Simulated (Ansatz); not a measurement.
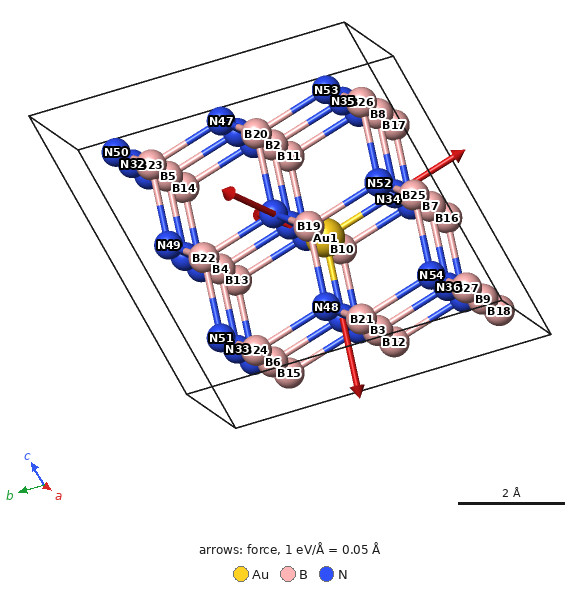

Starting geometry of a defect cell of composition B26AuN27 with the computed forces as red arrows. Style: ball-and-stick. Shown: the cell of the calculation (origin shifted), from a free direction.

The calculation used DFT, PBE, plane-wave PAW, default files, scalar-relativistic in Ansatz. Set-up: plane-wave cutoff 420 eV; k-point mesh 3 × 3 × 3; occupations fermi dirac; smearing width 0.01 eV; no spin polarisation; atoms relaxed in a fixed cell; force threshold 0.03 eV/Å; at most 40 steps.

**Is this structure relaxed? If not, where do the atoms go?**

It isn't relaxed: the largest force vector, on N atoms, is 31.61 eV/Å. The atoms end up moving mostly along the starting forces (cosine between the two patterns 0.99). After 4 accepted moves (6 points after the start) the energy has fallen by 18.417 eV per cell of the calculation. Largest force component: 18 eV/Å at the start, 0.0062 eV/Å at the end. The line search rejected the trial step at point 3 of the run. 1 step only repeated the SCF at the same geometry. The largest moves, 0.36 Å, are those of N atoms. By element the largest moves are N 0.36 Å, B 0.04 Å. Au stays in place. The cell doesn't change. Near-neighbour distances that change, for instance: Au–N 1.565 → 1.921 Å, B–N 1.565 → 1.500 Å, B–N 1.565 → 1.522 Å, B–N 1.565 → 1.576 Å. Bond angles that change, for instance: N–B–N 109.5° → 97.7°, Au–N–B 109.5° → 98.0°, B–N–B 109.5° → 118.1°. The run took 2.9 min on 1 thread of Arm Neoverse V1, on a shared host, peak memory 0.8 GiB.

Limits of the set-up: the periodic images lie only 7.7 Å apart, so the values are limited by the cell's size.
